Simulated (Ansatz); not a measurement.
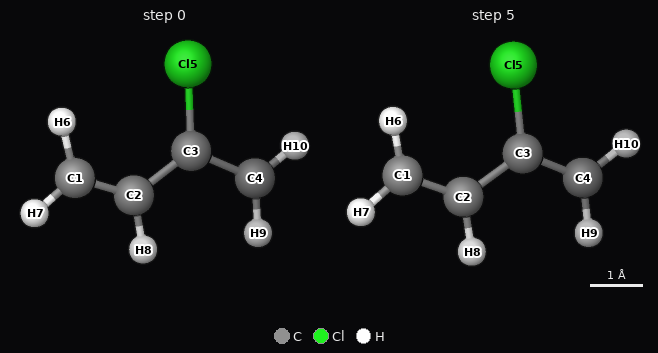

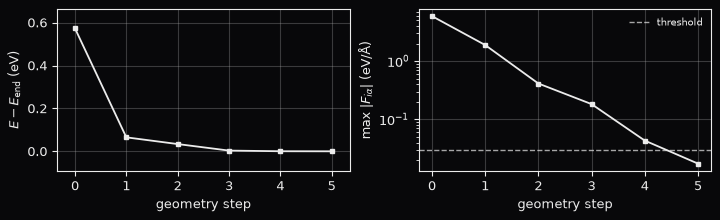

First and last geometry of a relaxation of C4H5Cl (coarse preliminary run), with the history of the run. A ball-and-stick model, seen at a tilt.

The start comes from a force field.

The calculation used RKS PBE-D4/def2-SVP in Ansatz.

The input:
```yaml
crystal:
  periodic: [false, false, false]
  atoms:
    - {symbol: C, position_ang: [-1.725400, -0.310000, 0.509900]}
    - {symbol: C, position_ang: [-0.448600, -0.415100, 0.407000]}
    - {symbol: C, position_ang: [0.435400, 0.375600, -0.413200]}
    - {symbol: C, position_ang: [1.860300, 0.145400, -0.413900]}
    - {symbol: Cl, position_ang: [-0.134800, 1.657900, -1.403800]}
    - {symbol: H, position_ang: [-2.321400, 0.509700, -0.052500]}
    - {symbol: H, position_ang: [-2.329000, -0.916600, 1.144600]}
    - {symbol: H, position_ang: [0.048200, -1.188000, 0.993900]}
    - {symbol: H, position_ang: [2.234400, -0.640000, 0.225300]}
    - {symbol: H, position_ang: [2.464100, 0.730000, -0.994300]}
basis:
  gaussian: {orbitals: def2-SVP}
hamiltonian: {xc: pbe, dispersion: d4}
relax: {f_tol: 0.03, max_steps: 200}
```

Command:
```bash
ansatz run in.yaml --threads 4 --pin off --events-out ev --progress --plain --max-ram 10444MiB
```

Did the run converge, and what did it change?

It converged. The largest move after the best rigid fit is that of Cl5, 0.076 Å. Largest moves by element: Cl 0.076 Å, C 0.069 Å, H 0.063 Å. Some distances before and after: C3–C4 1.443 → 1.353 Å, C4–H10 1.021 → 1.098 Å, C1–C2 1.285 → 1.349 Å, C1–H6 1.159 → 1.101 Å. Among the angles between lasting bonds that change: C2–C3–Cl5 122.3° → 116.8°, H9–C4–H10 123.2° → 118.7°, H6–C1–H7 113.6° → 118.1°. The energy falls by 0.573 eV in 5 geometry steps. Largest force component: 5.9 eV/Å at the start, 0.017 eV/Å at the end.

```json
{"step": "0", "E − E(0), eV": "0.0000", "largest force component, eV/Å": "5.9260"}
{"step": "1", "E − E(0), eV": "-0.5078", "largest force component, eV/Å": "1.8933"}
{"step": "2", "E − E(0), eV": "-0.5391", "largest force component, eV/Å": "0.4135"}
{"step": "3", "E − E(0), eV": "-0.5695", "largest force component, eV/Å": "0.1832"}
{"step": "4", "E − E(0), eV": "-0.5726", "largest force component, eV/Å": "0.0434"}
{"step": "5", "E − E(0), eV": "-0.5729", "largest force component, eV/Å": "0.0175"}
```
